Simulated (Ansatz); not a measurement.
## Electronic structure of CH$_{6}$AlClSi (SMILES C[SiH]([AlH2])Cl) in real space

```yaml
atoms:
  - { symbol: C, position_ang: [-1.0112, 1.2589, -0.0062] }
  - { symbol: Si, position_ang: [-0.3384, -0.4162, -0.5054] }
  - { symbol: Al, position_ang: [1.8231, -1.0110, 0.5209] }
  - { symbol: Cl, position_ang: [-1.7536, -1.8523, 0.0154] }
  - { symbol: H, position_ang: [-1.1528, 1.3230, 1.0744] }
  - { symbol: H, position_ang: [-0.3169, 2.0470, -0.3111] }
  - { symbol: H, position_ang: [-1.9735, 1.4396, -0.4903] }
  - { symbol: H, position_ang: [-0.2561, -0.4608, -1.9952] }
  - { symbol: H, position_ang: [1.9682, -2.2846, 1.4560] }
  - { symbol: H, position_ang: [3.0945, -0.0947, 0.2445] }
```

Geometry: PBE0-D4/def2-TZVP.

These are results of Ansatz, RKS PBE0-D4/def2-TZVPP, not measurements.

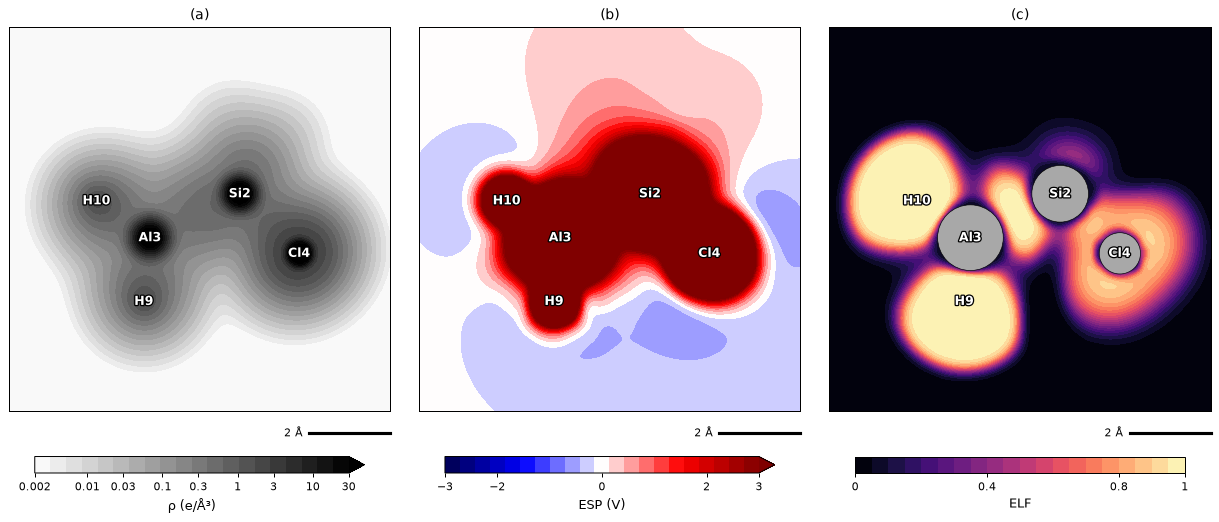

Figure 1. (a) electron density; (b) electrostatic potential; (c) electron localisation function on the plane of atoms Al3, Si2 and Cl4. Grey discs cover the atomic cores in the ELF map.

### Read the bonding off the picture.

The plane passes through Si, Al, Cl and H nuclei. Si–Cl (2.08 Å): ρ is about 0.85 e/Å³ halfway; the ELF peaks at about 0.85 between the atoms, as expected for a polar covalent bond. Al–Si (2.47 Å): ρ at the midpoint is about 0.51 e/Å³; the ELF peaks at about 1 between the atoms; localised, covalent bonding. Al–H (1.59 Å): ρ at the midpoint is about 0.55 e/Å³; the ELF climbs to about 1 towards the hydrogen. The ELF also peaks beside Cl4, away from the bonds: lone-pair regions. Outside the dense part of the molecule the potential is most negative (−0.6 V) near Cl4.

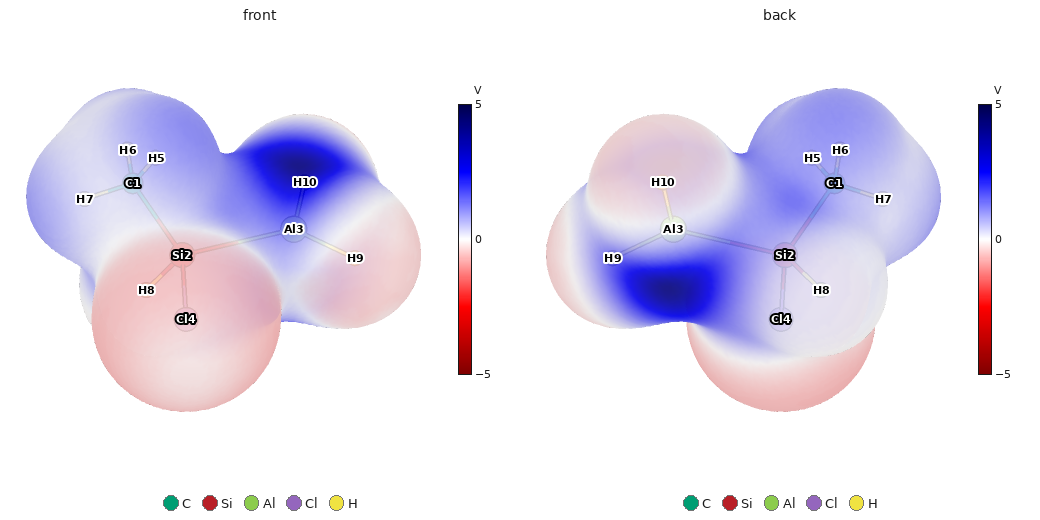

Figure 2. The molecular electrostatic potential painted on the density surface at 0.002 e/bohr³, seen from the front and from behind; the colour scale runs from red (negative) to blue (positive).

### Where is the surface potential most negative and most positive?

The most negative region (about −0.6 V) lies over Cl4, the most positive (about +4.0 V) over Al3.

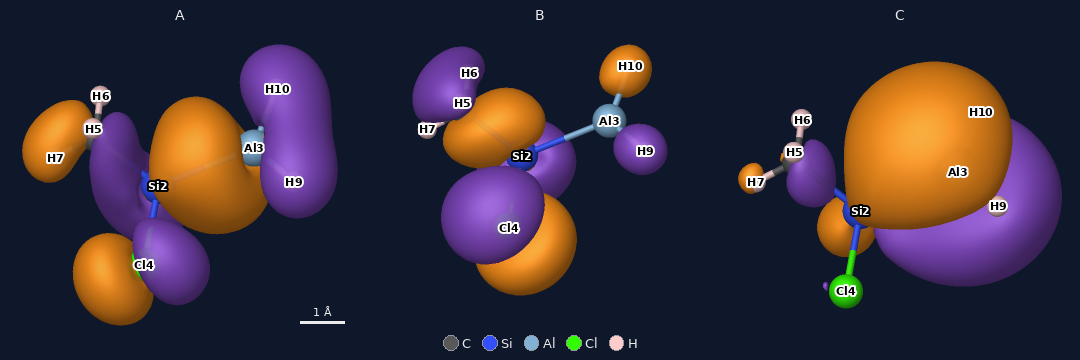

Figure 3. Three frontier orbitals at ±0.06 Å⁻³ᐟ² (orange and purple are the two phases), in no order.

### Which picture is the HOMO−1, the HOMO and the LUMO?

B is the HOMO−1 (−8.59 eV). Its weight (Hirshfeld) is mainly on Cl4 (about 55 %), Si2 (about 15 %), C1 (about 10 %) and H8 (about 10 %). A is the HOMO (−7.32 eV). Its weight (Hirshfeld) is mainly on Si2 (about 30 %), Al3 (about 25 %), Cl4 (about 20 %) and H10 (about 5 %). C is the LUMO (−2.21 eV). Its weight (Hirshfeld) is mainly on Al3 (about 70 %) and Si2 (about 15 %).

### What is the HOMO–LUMO gap?

5.11 eV between the orbital energies.

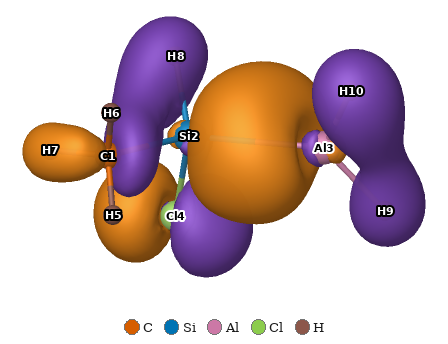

Figure 4. The HOMO at ±0.1 Å⁻³ᐟ² (orange and purple are the two phases), seen from one side.

### What is the character of this orbital?

Its weight (Hirshfeld) is mainly on Si2 (about 30 %), Al3 (about 25 %), Cl4 (about 20 %) and H10 (about 5 %). Its energy is −7.32 eV.
